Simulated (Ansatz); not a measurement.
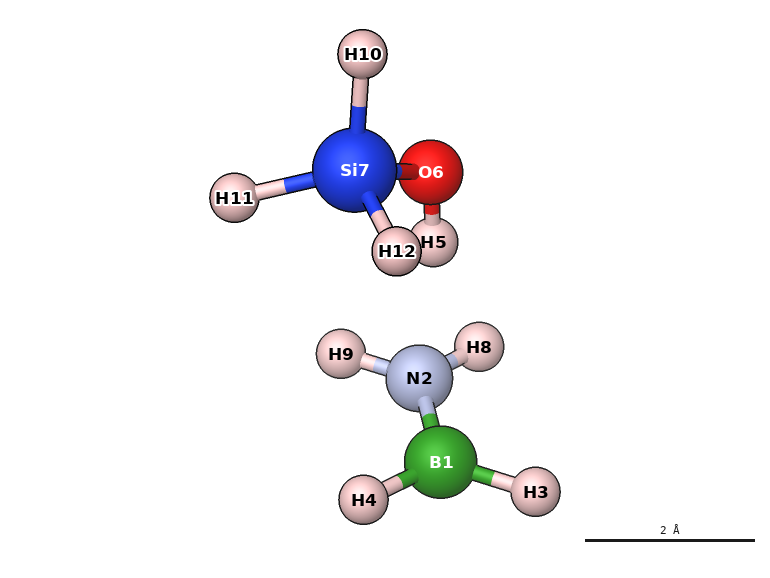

Computed geometry: PBE0-D4/def2-TZVP optimisation.

Find the hydrogen bonds (donors O, N, F, S or Cl) and give their geometry.

| D–H···A | D–H (Å) | H···A (Å) | angle (°) | kind |
| --- | --- | --- | --- | --- |
| O6–H5···N2 | 0.97 | 2.12 | 169 | intermolecular |
